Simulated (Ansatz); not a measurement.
## H-capped Ge nanowire along [112] with a Si core (396 atoms): where an added charge goes

Aim: add and remove one electron in H-capped Ge nanowire along [112] with a Si core (396 atoms), with atoms held and relaxed, and read trapping energy and localisation.

Calculated with Ansatz 0.2.0; Kohn-Sham DFT, PBE, PAW (set soft_2), plane waves.

### Step 1. The structure

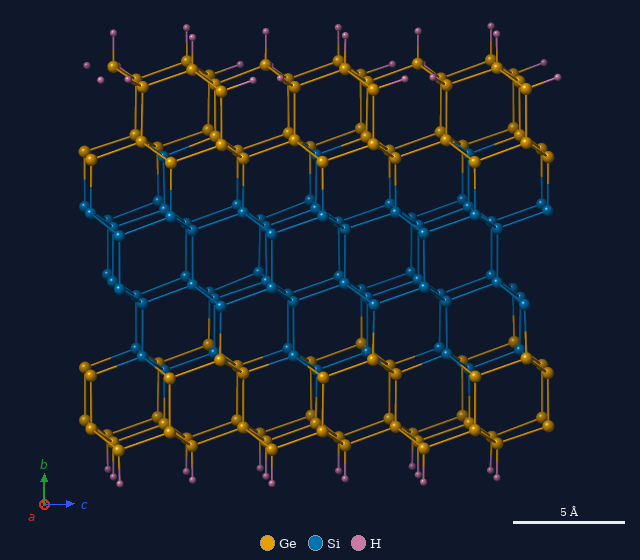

Start, viewed in part; germanium orange, silicon blue, hydrogen pink. Drawn is a slice 10 Å thick, seen along the normal of the bc plane. Bonds to atoms that aren't drawn are left out.

The cell holds 396 atoms: 195 Ge, 75 Si and 126 H. Its edges and angles: a = 28.502 Å, b = 30.210 Å, c = 20.789 Å, α = 90.0°, β = 90.0°, γ = 90.0°. It derives from Ge (diamond-structure) and Si. Round section of size parameter 9.53 Å cut from diamond-structure Ge (a = 5.658 Å) along [112], 3 periods, broken bonds capped with H, 10 Å of vacuum, Si core of radius 5.24 Å. Regions: wire, 270 atoms (195 Ge and 75 Si); hydrogen, 126 atoms (126 H). Vacuum lies along a and b. The structure repeats along c.

Limits known from the start: Only the Γ point is sampled, in a cell whose periodic width is 21 Å.

### Step 2. Single point at the start

A single point comes first, to see the forces before anything moves.

input.yaml reads:

```yaml
crystal:
  lattice:
    - [28.50172, 0.0, 0.0]
    - [0.0, 30.2099, 0.0]
    - [0.0, 0.0, 20.78882]
  atoms:
    - { symbol: Ge, position: [0.21956, 0.54093, 0.05296] }
    - { symbol: Ge, position: [0.21784, 0.56842, 0.16645] }
    - { symbol: Ge, position: [0.21916, 0.3256, 0.16647] }
    - { symbol: Ge, position: [0.21869, 0.35152, 0.27798] }
    - { symbol: Ge, position: [0.21984, 0.43214, 0.27736] }
    - { symbol: Ge, position: [0.21941, 0.45937, 0.05685] }
    - { symbol: Ge, position: [0.21839, 0.54091, 0.38988] }
    - { symbol: Ge, position: [0.21945, 0.56794, 0.49871] }
    - { symbol: Ge, position: [0.22038, 0.32429, 0.49999] }
    - { symbol: Ge, position: [0.21971, 0.35153, 0.61106] }
    - { symbol: Ge, position: [0.21937, 0.43307, 0.61155] }
    - { symbol: Ge, position: [0.21767, 0.45977, 0.38775] }
    - { symbol: Ge, position: [0.21846, 0.54051, 0.72105] }
    - { symbol: Ge, position: [0.21911, 0.56857, 0.83352] }
    - { symbol: Ge, position: [0.21929, 0.32508, 0.83329] }
    - { symbol: Ge, position: [0.2191, 0.35135, 0.94462] }
    - { symbol: Ge, position: [0.21912, 0.43231, 0.94495] }
    - { symbol: Ge, position: [0.21938, 0.45886, 0.72182] }
    - { symbol: Ge, position: [0.21679, 0.64783, 0.16662] }
    - { symbol: Ge, position: [0.21922, 0.64747, 0.49747] }
    - { symbol: Ge, position: [0.21835, 0.64879, 0.8358] }
    - { symbol: Ge, position: [0.35937, 0.21612, 0.05314] }
    - { symbol: Ge, position: [0.35827, 0.24298, 0.16523] }
    - { symbol: Ge, position: [0.28865, 0.24341, 0.00023] }
    - { symbol: Ge, position: [0.35975, 0.21604, 0.38866] }
    - { symbol: Ge, position: [0.35921, 0.24297, 0.49934] }
    - { symbol: Ge, position: [0.29056, 0.24293, 0.33299] }
    - { symbol: Ge, position: [0.35878, 0.21636, 0.72098] }
    - { symbol: Ge, position: [0.35835, 0.24368, 0.8331] }
    - { symbol: Ge, position: [0.28889, 0.24269, 0.66597] }
    - { symbol: Si, position: [0.35938, 0.53923, 0.05505] }
    - { symbol: Si, position: [0.35935, 0.56778, 0.16757] }
    [... 358 atom lines left out ...]
    - { symbol: H, position: [0.8249, 0.66553, 0.46665] }
    - { symbol: H, position: [0.78102, 0.66526, 0.56803] }
    - { symbol: H, position: [0.75404, 0.66622, 0.63283] }
    - { symbol: H, position: [0.7116, 0.72663, 0.77751] }
    - { symbol: H, position: [0.78043, 0.66607, 0.90408] }
    - { symbol: H, position: [0.82496, 0.66555, 0.79768] }
kpoints:
  mp_grid: { grid: [1, 1, 1] }
hamiltonian:
  xc: pbe
scf:
  occupations: { method: fixed }
output:
  forces: true
```

On the command line:

```sh
> ansatz run input.yaml --threads 32 --pin off --max-ram 92160MiB --backend cuda --events-out ev --progress --plain --runs-dir out --max-vram 78GiB
```

Numbers of over 12 decimals in the logs are rounded to 6 here.

The program printed:

```text
[...]
Pseudopotentials: kind: paw
Pseudopotential: Ge, paw, valence charge 14, recommended cutoff 420 eV (normal), Ge.paw.azcp
Pseudopotential: Si, paw, valence charge 4, recommended cutoff 420 eV (normal), Si.paw.azcp
Pseudopotential: H, paw, valence charge 1, recommended cutoff 420 eV (normal), H.paw.azcp
[... 5 lines on functional and potentials left out ...]
device memory: the entry about to start is reckoned to put 71.4 GiB on a device that reports 182.5 GiB free (of which the cap on the GPU budget leaves the run 78.0 GiB)
GPU FFT provider: cuFFT
GPU libraries: cuBLAS 13.8.1, cuFFT 12.4.0, cuSOLVER 12.3.2
GPU matrix products: emulated (plane waves: as basis.precision tells), large ones in fixed point in workspaces of 1.00 GiB
Crystal: 396 atoms, lattice volume = 17899.883 Å³
Basis set: ecut = 420 eV, 349907 PW (Γ), exchange–correlation on 384×432×288 points (8 copies of the dense FFT grid, shifted against one another)
Bands: 1974, of which v1, the nominal top of the filled ones, is band 1578 counted from 1 (1577 counted from 0)
Symmetry: 1 space group operations
Space group: P1 (ITA 1), of the structure as read, at distance tolerance 2.6e-4 Å
k-points: 1
[... 7 lines on functional and potentials left out ...]
Initial density: superposition of atomic densities (neutral atoms: chi_scale 0, normalization atom), corrected by the library's trained network
Initial wavefunctions: pseudopotential atomic-orbital guess
GPU buffer pool allocated for 5971968 grid points (all kernels)
GPU transforms: local potential and band sums: pruned to the plane-wave sphere, on 192×216×144
GPU projectors: on the FFT box's points about the atoms, with room for 3419733 of them (16 bands a pass); a geometry past the room, sums that fail their trial, or a want of GPU memory keeps the tables, and a block in half precision can take them where they are the faster
[...]
SCF iter   1: F=—  HF=-887167.120473 eV  |F-HF|=—  |Δ(HF+E_count)|=         —  Δρ=1.50e-3  dr2=3.00e0  ethr=1.77e-3  ⟨swp⟩=5.0  Hψ=5684  notcnv=0  defer=382
preconditioner: auto → Resta (q_TF=auto, 2.043 Å⁻¹)  ε∞=2.3  [insulator: Δε(μ)=1.402 eV  Ē_g=8.608 eV  n_scr=2572 (ndim 8)  ℏωp=9.6 eV  f_vac=0.586  ε∞_Penn≈2.3  vacuum switching on, ρ_ref=5.4e-3 e/Å³]
[...]
SCF iter  11: F=—  HF=-887166.882922 eV  |F-HF|=—  |Δ(HF+E_count)|=   2.45e-6  Δρ=7.51e-7  dr2=4.92e-7  ethr=3.85e-11  ⟨swp⟩=2.0  Hψ=1979  notcnv=0  defer=385
SCF iter  12: F=-887166.882924 eV  HF=-887166.882923 eV  |F-HF|=1.05e-6  |Δ(HF+E_count)|=   1.04e-6  Δρ=3.27e-7  dr2=2.47e-8  ethr=3.17e-12  ⟨swp⟩=2.0  Hψ=4551  notcnv=0
SCF 1 converged in 12 iterations: F = -887166.882924 eV  dr2 = 2.47e-8
[...]
SCF converged after 12 iterations
Free energy (F): -887166.882924 eV
Harris-Foulkes:  -887166.882923 eV  (|F-HF|=1.05e-6)
Internal energy: -887166.882924 eV  (E = F + TS)
E sigma→0 (E₀):  -887166.882924 eV
Fermi energy:    -0.474115 eV
--- Per-component energies (eV) ---
[...]
Σ components = -887166.882924   (vs F -887166.882924, Δ=0.00e0)
--- Forces (eV/Å), atoms counted from 1 ---
[... 396 lines of forces left out ...]
  max |Σ_I F_I| component: 2.15e-4 eV/Å
```

Wall time 12 s (1 × NVIDIA GB200 with 32 threads of Arm Neoverse V2, shared host); peak memory 3.2 GiB; 28 s of CPU time.

That memory is the host's; the program planned 71.4 GiB on the GPU.

The r.m.s. force at the start is 0.39 eV/Å.

### Step 3. Relaxation

With the cell held, the atoms are moved downhill towards a nearby minimum.

input.yaml reads:

```yaml
crystal:
  lattice:
    - [28.50172, 0.0, 0.0]
    - [0.0, 30.2099, 0.0]
    - [0.0, 0.0, 20.78882]
  atoms:
    [... the 396 atom lines of step 2 ...]
kpoints:
  mp_grid: { grid: [1, 1, 1] }
hamiltonian:
  xc: pbe
scf:
  occupations: { method: fixed }
output:
  forces: true
relax:
  f_tol: 0.05
  max_steps: 120
```

The program printed:

```text
[...]
Crystal: 396 atoms, lattice volume = 17899.883 Å³
Basis set: ecut = 420 eV, 349907 PW (Γ), exchange–correlation on 384×432×288 points (8 copies of the dense FFT grid, shifted against one another)
Bands: 1974, of which v1, the nominal top of the filled ones, is band 1578 counted from 1 (1577 counted from 0)
Symmetry: 1 space group operations
[...]
k-points: 1
[...]
SCF iter   1: F=—  HF=-887167.120473 eV  |F-HF|=—  |Δ(HF+E_count)|=         —  Δρ=1.50e-3  dr2=3.00e0  ethr=1.77e-3  ⟨swp⟩=5.0  Hψ=5684  notcnv=0  defer=382
[...]
SCF iter   2: F=—  HF=-887167.153334 eV  |F-HF|=—  |Δ(HF+E_count)|=   3.29e-2  Δρ=9.35e-4  dr2=3.40e0  ethr=9.50e-5  ⟨swp⟩=3.0  Hψ=2357  notcnv=0  defer=393
[...]
SCF iter   9: F=-887166.882921 eV  HF=-887166.882919 eV  |F-HF|=1.88e-6  |Δ(HF+E_count)|=   3.16e-5  Δρ=2.59e-6  dr2=4.51e-6  ethr=8.44e-10  ⟨swp⟩=1.0  Hψ=4174  notcnv=0
SCF 1 converged in 9 iterations: F = -887166.882921 eV  dr2 = 4.51e-6
[...]
relax step   1: F+E_penalty+E_count = -887166.88292080 eV  Δ(F+E_penalty+E_count) = +0.000e0 eV  max|allowed force component| = 1.743e0 eV/Å  Δτ_max = 0.0000 Å  (9 SCF iters, dr2 threshold 6.25e-5 eV, accepted)
[...]
relax step   2: F+E_penalty+E_count = -887173.12104072 eV  Δ(F+E_penalty+E_count) = -6.238e0 eV  max|allowed force component| = 5.200e-1 eV/Å  Δτ_max = 0.1949 Å  (8 SCF iters, dr2 threshold 1.00e-4 eV, accepted)
[...]
relax step   3: F+E_penalty+E_count = -887174.27787869 eV  Δ(F+E_penalty+E_count) = -1.157e0 eV  max|allowed force component| = 2.150e-1 eV/Å  Δτ_max = 0.2000 Å  (9 SCF iters, dr2 threshold 1.69e-5 eV, accepted)
[...]
relax step   4: F+E_penalty+E_count = -887174.82214121 eV  Δ(F+E_penalty+E_count) = -5.443e-1 eV  max|allowed force component| = 7.259e-2 eV/Å  Δτ_max = 0.2000 Å  (10 SCF iters, dr2 threshold 4.11e-6 eV, accepted)
[...]
relax step   5: F+E_penalty+E_count = -887174.90794115 eV  Δ(F+E_penalty+E_count) = -8.580e-2 eV  max|allowed force component| = 7.985e-2 eV/Å  Δτ_max = 0.1807 Å  (12 SCF iters, accepted)
[...]
relax step   6: F+E_penalty+E_count = -887174.96034476 eV  Δ(F+E_penalty+E_count) = -5.240e-2 eV  max|allowed force component| = 1.892e-2 eV/Å  Δτ_max = 0.0629 Å  (11 SCF iters, accepted)
SCF converged after 11 iterations
Free energy (F): -887174.960345 eV
[...]
Internal energy: -887174.960345 eV  (E = F + TS)
E sigma→0 (E₀):  -887174.960345 eV
Fermi energy:    -0.616949 eV
[...]
Σ components = -887174.960345   (vs F -887174.960345, Δ=0.00e0)
--- Forces (eV/Å), atoms counted from 1 ---
[... 396 lines of forces left out ...]
  max |Σ_I F_I| component: 8.63e-5 eV/Å
--- Relaxed structure (6 steps of the walk, 6 accepted, 0 SCFs on fresh bases) ---
  F+E_penalty+E_count = -887174.96034476 eV   max|allowed force component| = 1.892e-2 eV/Å
  atoms:
[... 396 atom lines left out ...]
```

Wall time 72 s (1 × NVIDIA GB200 with 32 threads); peak memory 3.2 GiB; 2.4 min of CPU time.

The relaxation converged after 6 steps, 8.08 eV below its start, with a largest force component of 0.019 eV/Å.

### Step 4. Single point at the relaxed geometry

The electronic structure is read at the final geometry, in a run of its own.

input.yaml reads:

```yaml
crystal:
  lattice:
    - [28.50172, 0.0, 0.0]
    - [0.0, 30.2099, 0.0]
    - [0.0, 0.0, 20.78882]
  atoms:
    - { symbol: Ge, position: [0.22252, 0.54026, 0.05806] }
    - { symbol: Ge, position: [0.22186, 0.5684, 0.16892] }
    - { symbol: Ge, position: [0.22013, 0.32542, 0.16504] }
    - { symbol: Ge, position: [0.21897, 0.35199, 0.27595] }
    - { symbol: Ge, position: [0.22196, 0.43291, 0.27782] }
    - { symbol: Ge, position: [0.2222, 0.45958, 0.0559] }
    [... 384 atom lines left out ...]
    - { symbol: H, position: [0.82309, 0.65823, 0.44027] }
    - { symbol: H, position: [0.7997, 0.67245, 0.55437] }
    - { symbol: H, position: [0.75437, 0.66128, 0.63652] }
    - { symbol: H, position: [0.70703, 0.72545, 0.78114] }
    - { symbol: H, position: [0.79958, 0.67242, 0.88772] }
    - { symbol: H, position: [0.82315, 0.65826, 0.7737] }
kpoints:
  mp_grid: { grid: [1, 1, 1] }
hamiltonian:
  xc: pbe
scf:
  occupations: { method: fixed }
output:
  forces: true
  populations: true
  dos:
    method: { smearing: { sigma: 0.1 } }
    de: 0.1
    projected: { site_lists: { Ge: [Ge], H: [H], Si: [Si] } }
  eigenvalues: true
  write_density: true
  write_potential: true
  volumetric_format: npy
  elf: true
```

The program printed:

```text
[...]
GPU FFT provider: cuFFT
GPU libraries: cuBLAS 13.8.1, cuFFT 12.4.0, cuSOLVER 12.3.2
[...]
Crystal: 396 atoms, lattice volume = 17899.883 Å³
Basis set: ecut = 420 eV, 349907 PW (Γ), exchange–correlation on 384×432×288 points (8 copies of the dense FFT grid, shifted against one another)
Bands: 1974, of which v1, the nominal top of the filled ones, is band 1578 counted from 1 (1577 counted from 0)
Symmetry: 1 space group operations
[...]
k-points: 1
[...]
GPU buffer pool allocated for 5971968 grid points (all kernels)
[...]
SCF iter   1: F=—  HF=-887175.218294 eV  |F-HF|=—  |Δ(HF+E_count)|=         —  Δρ=1.45e-3  dr2=3.23e0  ethr=1.77e-3  ⟨swp⟩=5.0  Hψ=6212  notcnv=0  defer=380
[...]
SCF iter  12: F=-887174.960297 eV  HF=-887174.960297 eV  |F-HF|=7.83e-7  |Δ(HF+E_count)|=   7.09e-7  Δρ=2.85e-7  dr2=2.04e-8  ethr=3.17e-12  ⟨swp⟩=18.0  Hψ=17224  notcnv=0
SCF 1 converged in 12 iterations: F = -887174.960297 eV  dr2 = 2.04e-8
[...]
WARN: The output density's exchange-correlation potential varies sharply where the density is thin. Do not read a vacuum level from v_tot or v_xc, or from such a field of the output density. On a cell that repeats whose density bears no net charge and no dipole along the vacuum's axis use v_es (v_loc + v_h of the components); [...]
SCF converged after 12 iterations
Free energy (F): -887174.960297 eV
[...]
Internal energy: -887174.960297 eV  (E = F + TS)
E sigma→0 (E₀):  -887174.960297 eV
Fermi energy:    -0.616830 eV
[...]
--- Forces (eV/Å), atoms counted from 1 ---
[... 396 lines of forces left out ...]
  max |Σ_I F_I| component: 2.42e-5 eV/Å
--- Band table (eV) ---
[... left out ...]
--- Löwdin populations: 396 sites ---
  site symbol       q [e]
[... 396 lines, one an atom, left out ...]
  spilling = 0.003425 (of n_electrons = 3156.000000)
```

Run time: 32 s. Hardware: 1 × NVIDIA GB200 with 32 threads; peak memory 7.6 GiB.

That memory is the host's; the program planned 71.9 GiB on the GPU.

The program notes that the exchange-correlation potential is rough where the density is thin.

Read from the output:

```yaml
free_energy: -887174.9603 eV
free_energy_per_atom: -2240.3408 eV/atom
scf_cycles: 12
r_m_s_force_component: 0.00368 eV/Å
longest_force: 0.01912 eV/Å
fermi_energy: -0.6168 eV
spacing_of_highest_filled_and_lowest_empty_level: 1.354 eV
spilling_of_the_projection: 0.003425
```

Löwdin charges by element (they lack the spilled electrons, 0.027 e an atom on average):

| element | coordination | atoms | mean charge (e) | spread | least | most |
| --- | --- | --- | --- | --- | --- | --- |
| Ge | all | 195 | 0.0571 | 0.058 | -0.0144 | 0.177 |
| H | all | 126 | -0.0314 | 0.0039 | -0.039 | -0.0256 |
| Si | all | 75 | 0.0485 | 0.0135 | 0.0337 | 0.0792 |

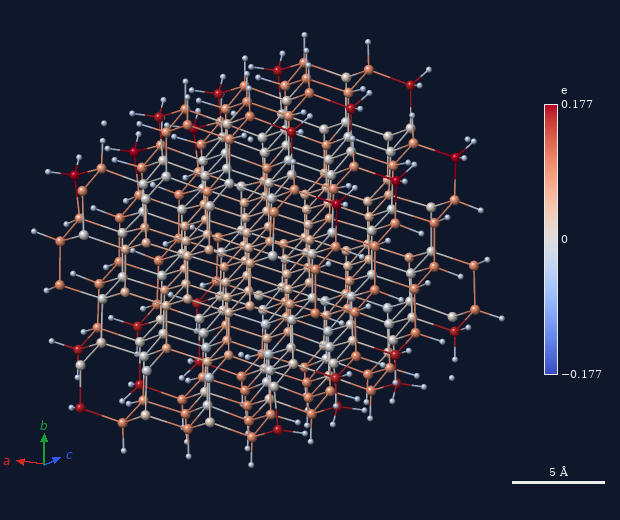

Atoms coloured by Löwdin charge. Bonds to atoms that aren't drawn are left out. Some periodic images of atoms are drawn too.

Charge against the make-up of the first shell:

| Si neighbours of Si | atoms | mean charge (e) |
| --- | --- | --- |
| 1 | 3 | 0.079 |
| 2 | 21 | 0.064 |
| 3 | 21 | 0.048 |
| 4 | 30 | 0.035 |

By region:

| region | atoms | mean length of the force (eV/Å) |
| --- | --- | --- |
| wire | 270 | 0.006 |
| hydrogen | 126 | 0.003 |

States in the cell by windows of 1 eV, zero at the Fermi level; some projections on atomic orbitals stand beside the total:

| from (eV) | to (eV) | total | Ge p | Si p | Ge s | H s | Si s |
| --- | --- | --- | --- | --- | --- | --- | --- |
| -14 | -12 | 0.0 | 0.0 | 0.0 | 0.0 | 0.0 | 0.0 |
| -12 | -11 | 24.4 | 2.3 | 0.9 | 16.5 | 1.0 | 3.6 |
| -11 | -10 | 80.3 | 12.1 | 3.9 | 48.6 | 4.8 | 10.3 |
| -10 | -9 | 111.8 | 17.9 | 7.7 | 58.5 | 7.3 | 19.7 |
| -9 | -8 | 67.5 | 11.6 | 6.5 | 28.2 | 5.5 | 15.1 |
| -8 | -7 | 80.0 | 19.1 | 5.2 | 37.2 | 11.2 | 6.5 |
| -7 | -6 | 91.2 | 23.1 | 15.5 | 29.1 | 7.7 | 14.8 |
| -6 | -5 | 46.7 | 11.2 | 10.3 | 12.6 | 4.0 | 8.1 |
| -5 | -4 | 55.7 | 24.4 | 6.7 | 4.9 | 14.2 | 4.4 |
| -4 | -3 | 180.0 | 94.2 | 33.9 | 5.8 | 40.0 | 3.8 |
| -3 | -2 | 199.4 | 119.9 | 50.7 | 4.7 | 18.8 | 3.4 |
| -2 | -1 | 197.6 | 132.3 | 46.6 | 3.8 | 11.4 | 1.6 |
| -1 | 0 | 70.4 | 48.3 | 16.5 | 1.3 | 3.3 | 0.2 |
| 0 | 1 | 1.0 | 0.7 | 0.3 | 0.0 | 0.0 | 0.0 |
| 1 | 2 | 52.4 | 14.1 | 13.9 | 10.3 | 1.7 | 7.2 |
| 2 | 3 | 190.9 | 72.4 | 35.2 | 42.0 | 9.5 | 13.3 |
| 3 | 4 | 203.5 | 86.9 | 34.9 | 26.4 | 16.1 | 8.9 |

With fixed occupations the program's Fermi level is the highest filled level; weight inside the gap is the broadening of levels at its edges.

Between -25 and -14 eV lie 1950 more states.

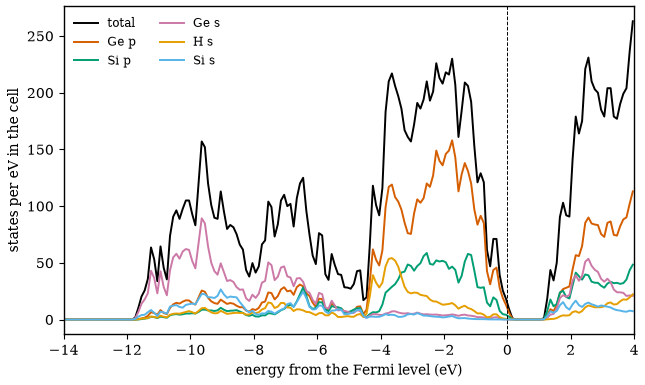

Total and projected density of states, with the broadening of the input.

Not all projections were asked for or kept, so they needn't add up to the total.

The levels nearest the highest filled one (over half full), pooled over k-points and spins:

| level less the highest filled one (eV) | occupation |
| --- | --- |
| -0.347 | 2 |
| -0.329 | 2 |
| -0.263 | 2 |
| -0.174 | 2 |
| -0.113 | 2 |
| 0 | 2 |
| 1.35 | 0 |
| 1.35 | 0 |
| 1.36 | 0 |
| 1.36 | 0 |
| 1.52 | 0 |
| 1.53 | 0 |

Between filled and empty levels lie 1.35 eV (at Γ alone); states at the surface or the caps may set this spacing. Mean Löwdin charges: Ge +0.06, H -0.03, Si +0.05 e (they miss 0.34 % of the electrons, so they add up to more than the cell's charge). Charges this small depend on the projection, at times even in sign. The charge on Si changes by -0.015 e for each Si neighbour that takes the place of another kind, on average.

(Continued in part 2 of 3.)

[Logs are printed without paths, hosts, clocks, repeated set-up lines and the standing remarks that a program may print on its own settings, such as how far it seeks lower states.]

[Hosts, paths, dates, database ids (printed as entryN), source tags and the programs' standing remarks are cut or masked in the printed files.]
